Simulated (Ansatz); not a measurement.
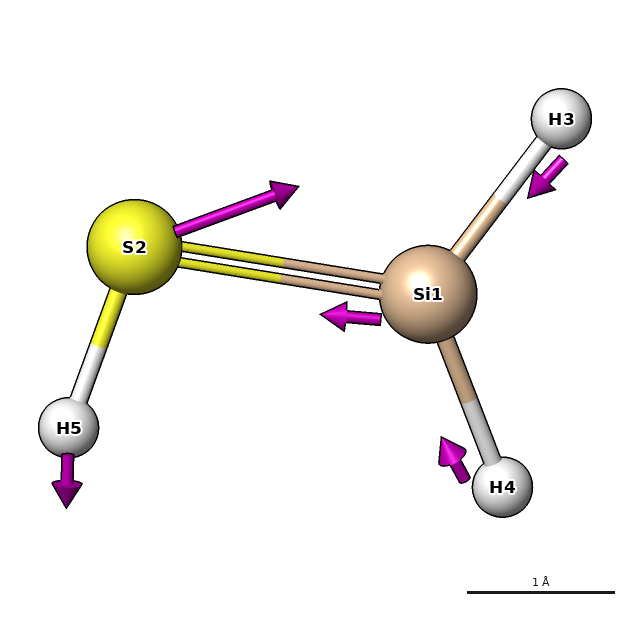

Arrows show the forces on the atoms, 0.5 Å of arrow for 1 eV/Å; forces under a tenth of the largest aren't drawn. The species has charge +1 and is a spin singlet. Level of theory: r2SCAN0-D4/def2-TZVPP (Ansatz 0.2.0).

Q: On which atom is the force largest, and how large is it?

A: On S2: 1.83 eV/Å.

Q: Which bond do the forces act along most?

A: Si1–S2, now 2.104 Å: the forces pull its atoms together, so a first step downhill shortens it.

List the force components in the frame of the picture (x right, y up, z towards the viewer), in eV/Å.

```
atom     Fx     Fy     Fz
 Si1  −0.85   0.07   0.05
  S2   1.70   0.63  −0.20
  H3  −0.51  −0.55   0.01
  H4  −0.33   0.60   0.34
  H5  −0.02  −0.75  −0.20
```
